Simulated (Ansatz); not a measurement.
**Molecular dynamics, with input and output: GaNH6 (part 1 of 3)**

- system: GaNH6
- method: RKS PBE-D4/def2-SVP (Ansatz 0.2.0)

It belongs to a series of runs on one base structure; here: dynamics from the highest image of the converged band.

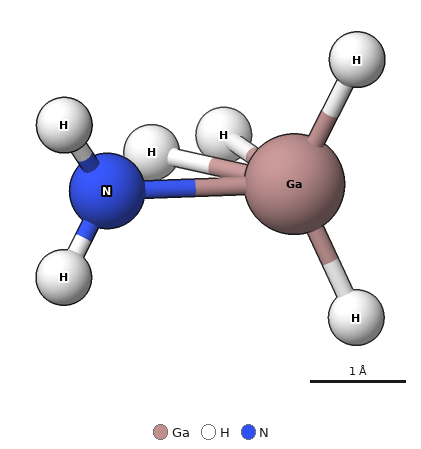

**Figure 1.** The starting structure (ball-and-stick view, seen at a tilt). Sticks mark near contacts. Bond lengths as drawn: Ga–H 1.57 to 1.91 Å, Ga–N 1.99 Å and H–N 1.03 Å.

## The input
```yaml
crystal:
  periodic: [false, false, false]
  atoms:
    - { symbol: Ga, position_ang: [0.076173, -0.332817, -0.086395] }
    - { symbol: H, position_ang: [-0.229778, 0.07362, 1.756533] }
    - { symbol: H, position_ang: [1.50619, 0.244449, -0.389087] }
    - { symbol: H, position_ang: [-1.291218, -0.019072, -0.794497] }
    - { symbol: "N", position_ang: [0.104139, -2.087086, 0.847924] }
    - { symbol: H, position_ang: [-0.65666, -2.7558, 0.682479] }
    - { symbol: H, position_ang: [0.991327, -2.596971, 0.927638] }
    - { symbol: H, position_ang: [-0.130773, -0.904422, 1.695105] }
basis:
  gaussian: { orbitals: def2-SVP }
hamiltonian:
  xc: pbe
  dispersion: d4
md:
  timestep: 0.5
  n_steps: 200
  ensemble: nve
  temperature: 100.0
  initial_velocities: maxwell_boltzmann
  seed: 4235
```

Launch command:
```bash
ansatz run input.yaml --threads 1 --pin off --max-ram 2048MiB --backend cpu --events-out ev --progress --plain --runs-dir out
```

## What the program printed
```
Engine: ansatz 0.2.0, aarch64-unknown-linux-gnu
Functional definition: PBE
  parameter kappa = 0.804
  parameter beta = 0.06672455060314922
  exchange = pbe_x(kappa = kappa, mu = beta*pi^2/3)
  correlation = pbe_c(beta = beta)
875 factors; their error is unknown
mean field evaluation 1: about -53937.8566 eV, gradient 6.7e1 eV
mean field evaluation 2: about -53896.5784 eV, gradient 1.3e2 eV
mean field evaluation 4: about -53946.1150 eV, gradient 1.2e1 eV
mean field evaluation 8: about -53946.3160 eV, gradient 2.5e-1 eV
mean field evaluation 16: about -53946.2791 eV, gradient 8.3e-5 eV
mean field -53946.27912134 eV, -1982.4891916078 hartree, gradient 1.2e-5 eV, S^2 0.000000; 0 other end points of the search recorded, 0 dependent functions left out
the calculation of the forces begins
reference -53946.27915950 eV, -1982.4891930102 hartree; 22, 22 occupied and 54, 54 virtual orbitals, 875 factors
md step     0: t =     0.00 fs  T =   100.0 K  F+E_penalty+E_count = -53946.39385087 eV  E_kin = 0.077556 eV  conserved = -53946.31629487 eV  (26 SCF iters)
these checks for a lower state are left out or cut short: starts, cluster_reference, orbital_swaps, neighbouring_geometries, increment
875 factors; their error is unknown
mean field -53946.27913657 eV, -1982.4891921675 hartree, gradient 1.1e-5 eV, S^2 0.000000; 0 other end points of the search recorded, 0 dependent functions left out
the calculation of the forces begins
reference -53946.27917471 eV, -1982.4891935691 hartree; 22, 22 occupied and 54, 54 virtual orbitals, 875 factors
md step     1: t =     0.50 fs  T =    98.8 K  F+E_penalty+E_count = -53946.39287541 eV  E_kin = 0.076588 eV  conserved = -53946.31628702 eV  (29 SCF iters)
[... from here on the SCF iterations and repeated set-up lines of each step are left out, up to the last step ...]
md step     2: t =     1.00 fs  T =    95.2 K  F+E_penalty+E_count = -53946.39011380 eV  E_kin = 0.073847 eV  conserved = -53946.31626678 eV  (29 SCF iters)
md step     3: t =     1.50 fs  T =    89.8 K  F+E_penalty+E_count = -53946.38589764 eV  E_kin = 0.069660 eV  conserved = -53946.31623792 eV  (29 SCF iters)
md step     4: t =     2.00 fs  T =    83.2 K  F+E_penalty+E_count = -53946.38069575 eV  E_kin = 0.064490 eV  conserved = -53946.31620612 eV  (29 SCF iters)
md step     5: t =     2.50 fs  T =    75.9 K  F+E_penalty+E_count = -53946.37502397 eV  E_kin = 0.058847 eV  conserved = -53946.31617718 eV  (29 SCF iters)
md step     6: t =     3.00 fs  T =    68.6 K  F+E_penalty+E_count = -53946.36935959 eV  E_kin = 0.053206 eV  conserved = -53946.31615360 eV  (29 SCF iters)
md step     7: t =     3.50 fs  T =    61.8 K  F+E_penalty+E_count = -53946.36409096 eV  E_kin = 0.047955 eV  conserved = -53946.31613640 eV  (28 SCF iters)
md step     8: t =     4.00 fs  T =    55.9 K  F+E_penalty+E_count = -53946.35950510 eV  E_kin = 0.043381 eV  conserved = -53946.31612384 eV  (29 SCF iters)
md step     9: t =     4.50 fs  T =    51.2 K  F+E_penalty+E_count = -53946.35581455 eV  E_kin = 0.039702 eV  conserved = -53946.31611300 eV  (29 SCF iters)
md step    10: t =     5.00 fs  T =    47.8 K  F+E_penalty+E_count = -53946.35320224 eV  E_kin = 0.037101 eV  conserved = -53946.31610133 eV  (29 SCF iters)
md step    11: t =     5.50 fs  T =    46.1 K  F+E_penalty+E_count = -53946.35185943 eV  E_kin = 0.035771 eV  conserved = -53946.31608799 eV  (29 SCF iters)
md step    12: t =     6.00 fs  T =    46.3 K  F+E_penalty+E_count = -53946.35199705 eV  E_kin = 0.035923 eV  conserved = -53946.31607420 eV  (29 SCF iters)
md step    13: t =     6.50 fs  T =    48.7 K  F+E_penalty+E_count = -53946.35382565 eV  E_kin = 0.037763 eV  conserved = -53946.31606227 eV  (29 SCF iters)
md step    14: t =     7.00 fs  T =    53.5 K  F+E_penalty+E_count = -53946.35751915 eV  E_kin = 0.041465 eV  conserved = -53946.31605394 eV  (29 SCF iters)
md step    15: t =     7.50 fs  T =    60.8 K  F+E_penalty+E_count = -53946.36319044 eV  E_kin = 0.047143 eV  conserved = -53946.31604788 eV  (28 SCF iters)
md step    16: t =     8.00 fs  T =    70.7 K  F+E_penalty+E_count = -53946.37090960 eV  E_kin = 0.054870 eV  conserved = -53946.31603949 eV  (28 SCF iters)
md step    17: t =     8.50 fs  T =    83.5 K  F+E_penalty+E_count = -53946.38077648 eV  E_kin = 0.064754 eV  conserved = -53946.31602215 eV  (28 SCF iters)
md step    18: t =     9.00 fs  T =    99.3 K  F+E_penalty+E_count = -53946.39303323 eV  E_kin = 0.077045 eV  conserved = -53946.31598781 eV  (27 SCF iters)
md step    19: t =     9.50 fs  T =   119.0 K  F+E_penalty+E_count = -53946.40818929 eV  E_kin = 0.092259 eV  conserved = -53946.31593068 eV  (29 SCF iters)
md step    20: t =    10.00 fs  T =   143.5 K  F+E_penalty+E_count = -53946.42711750 eV  E_kin = 0.111269 eV  conserved = -53946.31584832 eV  (29 SCF iters)
md step    21: t =    10.50 fs  T =   174.5 K  F+E_penalty+E_count = -53946.45109747 eV  E_kin = 0.135355 eV  conserved = -53946.31574290 eV  (29 SCF iters)
md step    22: t =    11.00 fs  T =   214.3 K  F+E_penalty+E_count = -53946.48179329 eV  E_kin = 0.166172 eV  conserved = -53946.31562168 eV  (29 SCF iters)
md step    23: t =    11.50 fs  T =   265.2 K  F+E_penalty+E_count = -53946.52115750 eV  E_kin = 0.205658 eV  conserved = -53946.31549909 eV  (29 SCF iters)
md step    24: t =    12.00 fs  T =   329.9 K  F+E_penalty+E_count = -53946.57123059 eV  E_kin = 0.255827 eV  conserved = -53946.31540401 eV  (29 SCF iters)
md step    25: t =    12.50 fs  T =   410.5 K  F+E_penalty+E_count = -53946.63374364 eV  E_kin = 0.318352 eV  conserved = -53946.31539160 eV  (29 SCF iters, 3 dispersion substeps)
md step    26: t =    13.00 fs  T =   507.8 K  F+E_penalty+E_count = -53946.70935532 eV  E_kin = 0.393796 eV  conserved = -53946.31555976 eV  (29 SCF iters, 3 dispersion substeps)
md step    27: t =    13.50 fs  T =   619.2 K  F+E_penalty+E_count = -53946.79630546 eV  E_kin = 0.480248 eV  conserved = -53946.31605759 eV  (29 SCF iters, 3 dispersion substeps)
md step    28: t =    14.00 fs  T =   736.7 K  F+E_penalty+E_count = -53946.88842247 eV  E_kin = 0.571376 eV  conserved = -53946.31704658 eV  (28 SCF iters, 3 dispersion substeps)
md step    29: t =    14.50 fs  T =   844.1 K  F+E_penalty+E_count = -53946.97316559 eV  E_kin = 0.654629 eV  conserved = -53946.31853673 eV  (28 SCF iters, 3 dispersion substeps)
md step    30: t =    15.00 fs  T =   918.2 K  F+E_penalty+E_count = -53947.03217273 eV  E_kin = 0.712126 eV  conserved = -53946.32004704 eV  (27 SCF iters, 3 dispersion substeps)
md step    31: t =    15.50 fs  T =   939.4 K  F+E_penalty+E_count = -53947.04891869 eV  E_kin = 0.728561 eV  conserved = -53946.32035798 eV  (27 SCF iters, 3 dispersion substeps)
md step    32: t =    16.00 fs  T =   912.4 K  F+E_penalty+E_count = -53947.02585767 eV  E_kin = 0.707643 eV  conserved = -53946.31821507 eV  (26 SCF iters, 3 dispersion substeps)
md step    33: t =    16.50 fs  T =   883.2 K  F+E_penalty+E_count = -53946.99945484 eV  E_kin = 0.684985 eV  conserved = -53946.31447005 eV  (26 SCF iters, 3 dispersion substeps)
md step    34: t =    17.00 fs  T =   918.0 K  F+E_penalty+E_count = -53947.02475355 eV  E_kin = 0.711941 eV  conserved = -53946.31281269 eV  (26 SCF iters, 3 dispersion substeps)
md step    35: t =    17.50 fs  T =  1043.1 K  F+E_penalty+E_count = -53947.12453532 eV  E_kin = 0.809010 eV  conserved = -53946.31552547 eV  (25 SCF iters, 3 dispersion substeps)
md step    36: t =    18.00 fs  T =  1212.0 K  F+E_penalty+E_count = -53947.25994090 eV  E_kin = 0.939963 eV  conserved = -53946.31997829 eV  (26 SCF iters, 3 dispersion substeps)
md step    37: t =    18.50 fs  T =  1345.2 K  F+E_penalty+E_count = -53947.36568555 eV  E_kin = 1.043265 eV  conserved = -53946.32242077 eV  (25 SCF iters, 3 dispersion substeps)
md step    38: t =    19.00 fs  T =  1393.0 K  F+E_penalty+E_count = -53947.40244711 eV  E_kin = 1.080379 eV  conserved = -53946.32206855 eV  (24 SCF iters, 3 dispersion substeps)
md step    39: t =    19.50 fs  T =  1355.1 K  F+E_penalty+E_count = -53947.37118779 eV  E_kin = 1.050953 eV  conserved = -53946.32023516 eV  (26 SCF iters, 3 dispersion substeps)
md step    40: t =    20.00 fs  T =  1261.5 K  F+E_penalty+E_count = -53947.29656660 eV  E_kin = 0.978344 eV  conserved = -53946.31822260 eV  (26 SCF iters, 3 dispersion substeps)
md step    41: t =    20.50 fs  T =  1149.2 K  F+E_penalty+E_count = -53947.20792444 eV  E_kin = 0.891291 eV  conserved = -53946.31663393 eV  (27 SCF iters, 3 dispersion substeps)
md step    42: t =    21.00 fs  T =  1049.4 K  F+E_penalty+E_count = -53947.12945982 eV  E_kin = 0.813881 eV  conserved = -53946.31557852 eV  (27 SCF iters, 3 dispersion substeps)
md step    43: t =    21.50 fs  T =   983.5 K  F+E_penalty+E_count = -53947.07776937 eV  E_kin = 0.762792 eV  conserved = -53946.31497748 eV  (27 SCF iters, 3 dispersion substeps)
md step    44: t =    22.00 fs  T =   964.2 K  F+E_penalty+E_count = -53947.06254756 eV  E_kin = 0.747817 eV  conserved = -53946.31473023 eV  (27 SCF iters, 3 dispersion substeps)
md step    45: t =    22.50 fs  T =   996.8 K  F+E_penalty+E_count = -53947.08785901 eV  E_kin = 0.773076 eV  conserved = -53946.31478302 eV  (27 SCF iters, 3 dispersion substeps)
md step    46: t =    23.00 fs  T =  1080.1 K  F+E_penalty+E_count = -53947.15285675 eV  E_kin = 0.837706 eV  conserved = -53946.31515065 eV  (26 SCF iters, 3 dispersion substeps)
md step    47: t =    23.50 fs  T =  1206.4 K  F+E_penalty+E_count = -53947.25158371 eV  E_kin = 0.935674 eV  conserved = -53946.31590961 eV  (27 SCF iters, 3 dispersion substeps)
md step    48: t =    24.00 fs  T =  1360.0 K  F+E_penalty+E_count = -53947.37193143 eV  E_kin = 1.054753 eV  conserved = -53946.31717812 eV  (27 SCF iters, 3 dispersion substeps)
md step    49: t =    24.50 fs  T =  1515.3 K  F+E_penalty+E_count = -53947.49424579 eV  E_kin = 1.175223 eV  conserved = -53946.31902281 eV  (27 SCF iters, 3 dispersion substeps)
md step    50: t =    25.00 fs  T =  1637.4 K  F+E_penalty+E_count = -53947.59111468 eV  E_kin = 1.269882 eV  conserved = -53946.32123258 eV  (26 SCF iters, 3 dispersion substeps)
md step    51: t =    25.50 fs  T =  1687.7 K  F+E_penalty+E_count = -53947.63182220 eV  E_kin = 1.308885 eV  conserved = -53946.32293746 eV  (26 SCF iters, 3 dispersion substeps)
md step    52: t =    26.00 fs  T =  1642.9 K  F+E_penalty+E_count = -53947.59660661 eV  E_kin = 1.274145 eV  conserved = -53946.32246194 eV  (26 SCF iters, 3 dispersion substeps)
md step    53: t =    26.50 fs  T =  1524.4 K  F+E_penalty+E_count = -53947.50083868 eV  E_kin = 1.182270 eV  conserved = -53946.31856900 eV  (26 SCF iters, 3 dispersion substeps)
md step    54: t =    27.00 fs  T =  1412.6 K  F+E_penalty+E_count = -53947.40882959 eV  E_kin = 1.095530 eV  conserved = -53946.31329984 eV  (27 SCF iters, 3 dispersion substeps)
md step    55: t =    27.50 fs  T =  1402.7 K  F+E_penalty+E_count = -53947.39974348 eV  E_kin = 1.087886 eV  conserved = -53946.31185786 eV  (27 SCF iters, 3 dispersion substeps)
md step    56: t =    28.00 fs  T =  1519.5 K  F+E_penalty+E_count = -53947.49450835 eV  E_kin = 1.178476 eV  conserved = -53946.31603239 eV  (25 SCF iters, 3 dispersion substeps)
md step    57: t =    28.50 fs  T =  1689.5 K  F+E_penalty+E_count = -53947.63174294 eV  E_kin = 1.310347 eV  conserved = -53946.32139626 eV  (25 SCF iters, 3 dispersion substeps)
md step    58: t =    29.00 fs  T =  1810.8 K  F+E_penalty+E_count = -53947.72810715 eV  E_kin = 1.404386 eV  conserved = -53946.32372080 eV  (27 SCF iters, 3 dispersion substeps)
md step    59: t =    29.50 fs  T =  1828.4 K  F+E_penalty+E_count = -53947.74086834 eV  E_kin = 1.417998 eV  conserved = -53946.32287052 eV  (27 SCF iters, 3 dispersion substeps)
md step    60: t =    30.00 fs  T =  1746.8 K  F+E_penalty+E_count = -53947.67536965 eV  E_kin = 1.354741 eV  conserved = -53946.32062894 eV  (27 SCF iters, 3 dispersion substeps)
md step    61: t =    30.50 fs  T =  1602.7 K  F+E_penalty+E_count = -53947.56132988 eV  E_kin = 1.242957 eV  conserved = -53946.31837248 eV  (27 SCF iters, 3 dispersion substeps)
md step    62: t =    31.00 fs  T =  1437.8 K  F+E_penalty+E_count = -53947.43170350 eV  E_kin = 1.115063 eV  conserved = -53946.31664085 eV  (27 SCF iters, 3 dispersion substeps)
md step    63: t =    31.50 fs  T =  1286.3 K  F+E_penalty+E_count = -53947.31309552 eV  E_kin = 0.997603 eV  conserved = -53946.31549228 eV  (27 SCF iters, 3 dispersion substeps)
md step    64: t =    32.00 fs  T =  1171.9 K  F+E_penalty+E_count = -53947.22375138 eV  E_kin = 0.908915 eV  conserved = -53946.31483639 eV  (27 SCF iters, 3 dispersion substeps)
md step    65: t =    32.50 fs  T =  1108.5 K  F+E_penalty+E_count = -53947.17429292 eV  E_kin = 0.859693 eV  conserved = -53946.31460013 eV  (27 SCF iters, 3 dispersion substeps)
md step    66: t =    33.00 fs  T =  1100.8 K  F+E_penalty+E_count = -53947.16854479 eV  E_kin = 0.853757 eV  conserved = -53946.31478792 eV  (27 SCF iters, 3 dispersion substeps)
md step    67: t =    33.50 fs  T =  1144.9 K  F+E_penalty+E_count = -53947.20341343 eV  E_kin = 0.887922 eV  conserved = -53946.31549189 eV  (27 SCF iters, 3 dispersion substeps)
md step    68: t =    34.00 fs  T =  1226.0 K  F+E_penalty+E_count = -53947.26766124 eV  E_kin = 0.950806 eV  conserved = -53946.31685487 eV  (27 SCF iters, 3 dispersion substeps)
md step    69: t =    34.50 fs  T =  1316.9 K  F+E_penalty+E_count = -53947.34024350 eV  E_kin = 1.021303 eV  conserved = -53946.31894019 eV  (27 SCF iters, 3 dispersion substeps)
md step    70: t =    35.00 fs  T =  1378.3 K  F+E_penalty+E_count = -53947.39039544 eV  E_kin = 1.068983 eV  conserved = -53946.32141227 eV  (28 SCF iters, 3 dispersion substeps)
md step    71: t =    35.50 fs  T =  1368.3 K  F+E_penalty+E_count = -53947.38425789 eV  E_kin = 1.061188 eV  conserved = -53946.32306961 eV  (27 SCF iters, 3 dispersion substeps)
md step    72: t =    36.00 fs  T =  1266.4 K  F+E_penalty+E_count = -53947.30403195 eV  E_kin = 0.982142 eV  conserved = -53946.32189001 eV  (27 SCF iters, 3 dispersion substeps)
md step    73: t =    36.50 fs  T =  1107.8 K  F+E_penalty+E_count = -53947.17619050 eV  E_kin = 0.859148 eV  conserved = -53946.31704242 eV  (28 SCF iters, 3 dispersion substeps)
md step    74: t =    37.00 fs  T =   987.4 K  F+E_penalty+E_count = -53947.07781019 eV  E_kin = 0.765758 eV  conserved = -53946.31205228 eV  (27 SCF iters, 3 dispersion substeps)
md step    75: t =    37.50 fs  T =   992.6 K  F+E_penalty+E_count = -53947.08224312 eV  E_kin = 0.769783 eV  conserved = -53946.31246049 eV  (26 SCF iters, 3 dispersion substeps)
md step    76: t =    38.00 fs  T =  1115.8 K  F+E_penalty+E_count = -53947.18323773 eV  E_kin = 0.865381 eV  conserved = -53946.31785641 eV  (26 SCF iters, 3 dispersion substeps)
md step    77: t =    38.50 fs  T =  1261.1 K  F+E_penalty+E_count = -53947.30056216 eV  E_kin = 0.978040 eV  conserved = -53946.32252261 eV  (27 SCF iters, 3 dispersion substeps)
md step    78: t =    39.00 fs  T =  1335.1 K  F+E_penalty+E_count = -53947.35890223 eV  E_kin = 1.035475 eV  conserved = -53946.32342757 eV  (27 SCF iters, 3 dispersion substeps)
md step    79: t =    39.50 fs  T =  1307.4 K  F+E_penalty+E_count = -53947.33570773 eV  E_kin = 1.014000 eV  conserved = -53946.32170815 eV  (27 SCF iters, 3 dispersion substeps)
md step    80: t =    40.00 fs  T =  1200.0 K  F+E_penalty+E_count = -53947.25004943 eV  E_kin = 0.930704 eV  conserved = -53946.31934527 eV  (27 SCF iters, 3 dispersion substeps)
md step    81: t =    40.50 fs  T =  1053.6 K  F+E_penalty+E_count = -53947.13453152 eV  E_kin = 0.817147 eV  conserved = -53946.31738423 eV  (27 SCF iters, 3 dispersion substeps)
md step    82: t =    41.00 fs  T =   905.5 K  F+E_penalty+E_count = -53947.01829635 eV  E_kin = 0.702257 eV  conserved = -53946.31603953 eV  (27 SCF iters, 3 dispersion substeps)
md step    83: t =    41.50 fs  T =   782.7 K  F+E_penalty+E_count = -53946.92225484 eV  E_kin = 0.607051 eV  conserved = -53946.31520365 eV  (27 SCF iters, 3 dispersion substeps)
md step    84: t =    42.00 fs  T =   702.7 K  F+E_penalty+E_count = -53946.85976159 eV  E_kin = 0.545004 eV  conserved = -53946.31475747 eV  (27 SCF iters, 3 dispersion substeps)
md step    85: t =    42.50 fs  T =   674.7 K  F+E_penalty+E_count = -53946.83798189 eV  E_kin = 0.523309 eV  conserved = -53946.31467325 eV  (27 SCF iters, 3 dispersion substeps)
md step    86: t =    43.00 fs  T =   700.3 K  F+E_penalty+E_count = -53946.85816309 eV  E_kin = 0.543143 eV  conserved = -53946.31502003 eV  (27 SCF iters, 3 dispersion substeps)
md step    87: t =    43.50 fs  T =   771.9 K  F+E_penalty+E_count = -53946.91462208 eV  E_kin = 0.598692 eV  conserved = -53946.31592960 eV  (27 SCF iters, 3 dispersion substeps)
md step    88: t =    44.00 fs  T =   870.9 K  F+E_penalty+E_count = -53946.99298613 eV  E_kin = 0.675463 eV  conserved = -53946.31752269 eV  (27 SCF iters, 3 dispersion substeps)
md step    89: t =    44.50 fs  T =   966.1 K  F+E_penalty+E_count = -53947.06896782 eV  E_kin = 0.749238 eV  conserved = -53946.31973017 eV  (27 SCF iters, 3 dispersion substeps)
md step    90: t =    45.00 fs  T =  1016.8 K  F+E_penalty+E_count = -53947.11051573 eV  E_kin = 0.788558 eV  conserved = -53946.32195801 eV  (27 SCF iters, 3 dispersion substeps)
md step    91: t =    45.50 fs  T =   986.9 K  F+E_penalty+E_count = -53947.08818189 eV  E_kin = 0.765418 eV  conserved = -53946.32276378 eV  (26 SCF iters, 3 dispersion substeps)
md step    92: t =    46.00 fs  T =   872.4 K  F+E_penalty+E_count = -53946.99703895 eV  E_kin = 0.676616 eV  conserved = -53946.32042294 eV  (26 SCF iters, 3 dispersion substeps)
md step    93: t =    46.50 fs  T =   727.2 K  F+E_penalty+E_count = -53946.87929691 eV  E_kin = 0.563961 eV  conserved = -53946.31533578 eV  (27 SCF iters, 3 dispersion substeps)
md step    94: t =    47.00 fs  T =   646.9 K  F+E_penalty+E_count = -53946.81345506 eV  E_kin = 0.501687 eV  conserved = -53946.31176822 eV  (27 SCF iters, 3 dispersion substeps)
md step    95: t =    47.50 fs  T =   694.3 K  F+E_penalty+E_count = -53946.85203741 eV  E_kin = 0.538504 eV  conserved = -53946.31353296 eV  (27 SCF iters, 3 dispersion substeps)
md step    96: t =    48.00 fs  T =   839.6 K  F+E_penalty+E_count = -53946.96960893 eV  E_kin = 0.651175 eV  conserved = -53946.31843375 eV  (25 SCF iters, 3 dispersion substeps)
md step    97: t =    48.50 fs  T =   993.2 K  F+E_penalty+E_count = -53947.09205773 eV  E_kin = 0.770275 eV  conserved = -53946.32178226 eV  (27 SCF iters, 3 dispersion substeps)
md step    98: t =    49.00 fs  T =  1084.2 K  F+E_penalty+E_count = -53947.16296447 eV  E_kin = 0.840826 eV  conserved = -53946.32213808 eV  (27 SCF iters, 3 dispersion substeps)
md step    99: t =    49.50 fs  T =  1093.8 K  F+E_penalty+E_count = -53947.16911776 eV  E_kin = 0.848313 eV  conserved = -53946.32080508 eV  (28 SCF iters, 3 dispersion substeps)
md step   100: t =    50.00 fs  T =  1039.3 K  F+E_penalty+E_count = -53947.12524525 eV  E_kin = 0.806071 eV  conserved = -53946.31917466 eV  (27 SCF iters, 3 dispersion substeps)
md step   101: t =    50.50 fs  T =   948.8 K  F+E_penalty+E_count = -53947.05367469 eV  E_kin = 0.735857 eV  conserved = -53946.31781816 eV  (27 SCF iters, 3 dispersion substeps)
md step   102: t =    51.00 fs  T =   848.1 K  F+E_penalty+E_count = -53946.97451781 eV  E_kin = 0.657729 eV  conserved = -53946.31678919 eV  (27 SCF iters, 3 dispersion substeps)
md step   103: t =    51.50 fs  T =   757.7 K  F+E_penalty+E_count = -53946.90370089 eV  E_kin = 0.587673 eV  conserved = -53946.31602741 eV  (27 SCF iters, 3 dispersion substeps)
md step   104: t =    52.00 fs  T =   693.4 K  F+E_penalty+E_count = -53946.85325906 eV  E_kin = 0.537738 eV  conserved = -53946.31552118 eV  (28 SCF iters, 3 dispersion substeps)
```
